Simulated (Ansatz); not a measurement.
# C2H2AlGa: what the fields show

```csv
atom,x (Å),y (Å),z (Å)
C,-1.1587,-1.7228,0.5085
C,-2.0630,-1.5715,1.3419
Al,0.2386,-1.9559,-0.7785
Ga,-3.5399,-1.3252,2.7029
H,1.4542,-0.9389,-0.7885
H,0.1480,-3.1602,-1.8049
```

Geometry: PBE0-D3(BJ)/def2-SVP.

Method: Ansatz, isolated molecule in a Gaussian basis; Kohn-Sham density functional theory, functional PBE0.

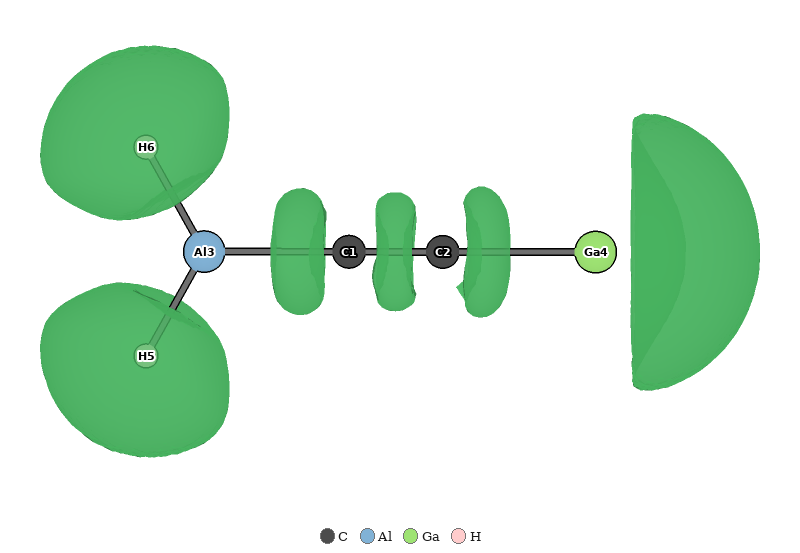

Figure 1. Isosurface of the ELF at 0.8 (green), seen across its widest extent. Only the valence region is drawn (cores and ρ < 0.01 e/Å³ removed).

Where are the electrons localised?

At this value the surface marks out one region between bonded C–C atoms (shared pairs), two regions around hydrogen nuclei, one lobe of the valence shell of C pointing towards Al (polar bonds), one lobe of the valence shell of C pointing towards Ga (polar bonds) and one lobe on Ga, pointing away from the bonds (lone pairs). Along the contacts the grid gives the following. C–C (1.24 Å): the ELF peaks at about 0.90 between the atoms (a short, multiple covalent bond). C–Al (1.91 Å): the ELF peaks at about 0.95 between the atoms (a shared but strongly polarised pair).

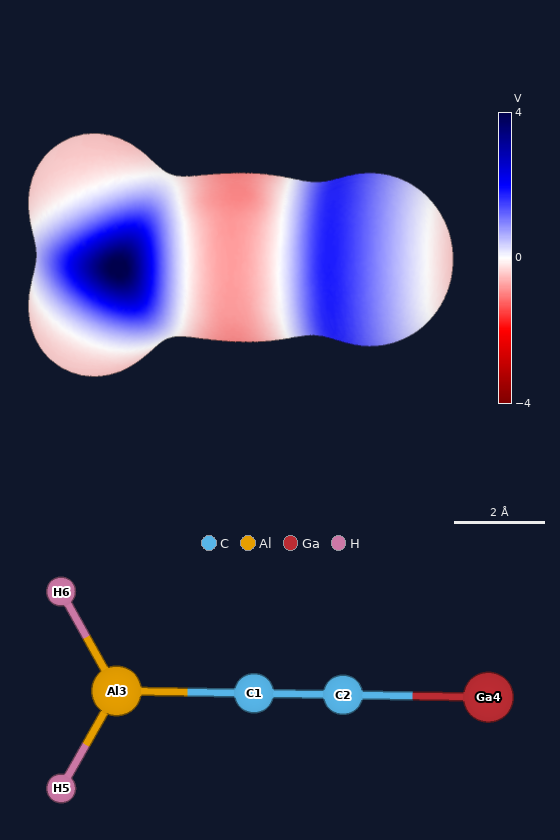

Figure 2. The molecular electrostatic potential painted on the density surface at 0.002 e/bohr³, seen at a tilt; the colour scale runs from red (negative) to blue (positive). The bare structure is drawn below in the same view.

Describe the electrostatic potential map.

The most negative region (about −0.9 V, or −21 kcal/mol for a unit charge) lies over C1 and C2, the most positive (about +3.9 V, or +90 kcal/mol for a unit charge) over Al3.

How polar is the molecule by this calculation?

Its dipole moment is 0.60 D.

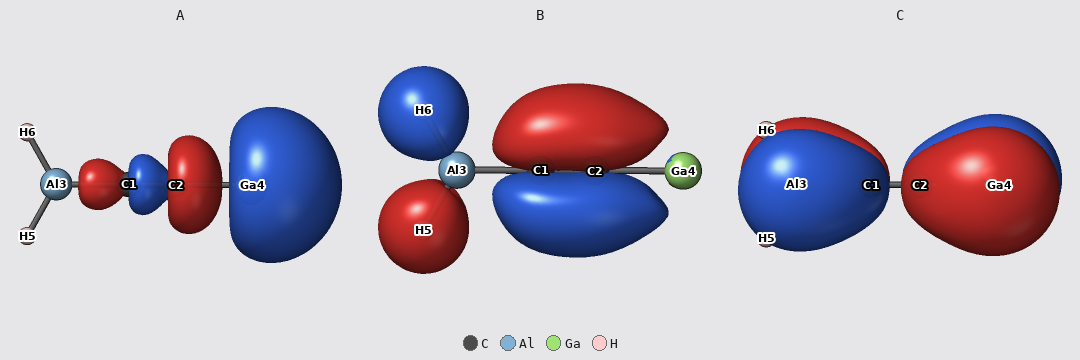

Figure 3. Three frontier orbitals at ±0.06 Å⁻³ᐟ² (blue and red are the two phases), in no order.

Order the three orbitals by energy and name them.

B is the HOMO−1 (−7.72 eV). By Hirshfeld shares it lies mainly on C2 (about 40 %), C1 (about 35 %), H5 (about 5 %) and H6 (about 5 %); it is symmetric in the molecular plane (an in-plane orbital: σ, lone-pair or in-plane π type). A is the HOMO (−6.82 eV). Its weight (Hirshfeld) is mainly on Ga4 (about 75 %) and C2 (about 20 %); it is symmetric in the molecular plane (an in-plane orbital: σ, lone-pair or in-plane π type). C is the LUMO (−2.29 eV). Its weight (Hirshfeld) is mainly on Ga4 (about 45 %), Al3 (about 30 %), C2 (about 10 %) and C1 (about 10 %); it changes sign across the molecular plane (π type); π-bonding across C1–Al3; π-antibonding (a node) across C1–C2.

What is the HOMO–LUMO gap?

4.53 eV between the orbital energies.

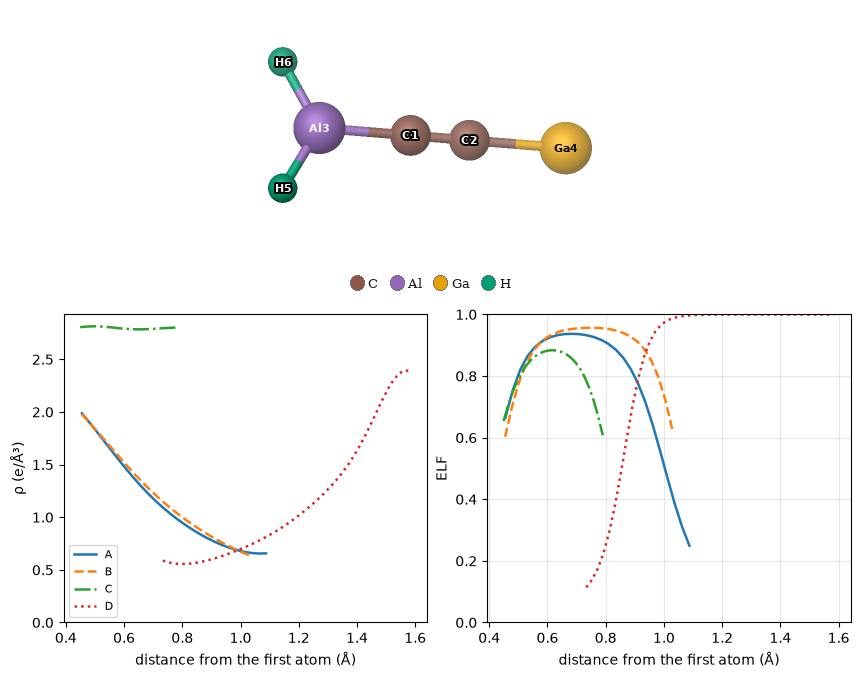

Figure 4. Electron density and electron localisation function along straight lines between neighbouring atoms. The curves leave out the atomic cores. The structure is drawn too.

Which curve belongs to which contact (Al–H, C–Al, C–C and C–Ga)? The first atom named is at distance zero.

Curve A: C–Ga (2.02 Å): ρ at the midpoint is about 0.67 e/Å³; the ELF peaks at about 0.95 in the valence shell of C, 0.7 Å from its nucleus, and is about 0.45 at the midpoint. Curve B: C–Al (1.91 Å): ρ is about 0.73 e/Å³ halfway; the ELF peaks at about 0.95 between the atoms; a polar covalent bond. Curve C: C–C (1.24 Å): ρ at the midpoint is about 2.8 e/Å³; the ELF peaks at about 0.90 between the atoms: a multiple bond. Curve D: Al–H (1.58 Å): the density is about 0.56 e/Å³ at the midpoint; the ELF climbs to about 1 towards the hydrogen.
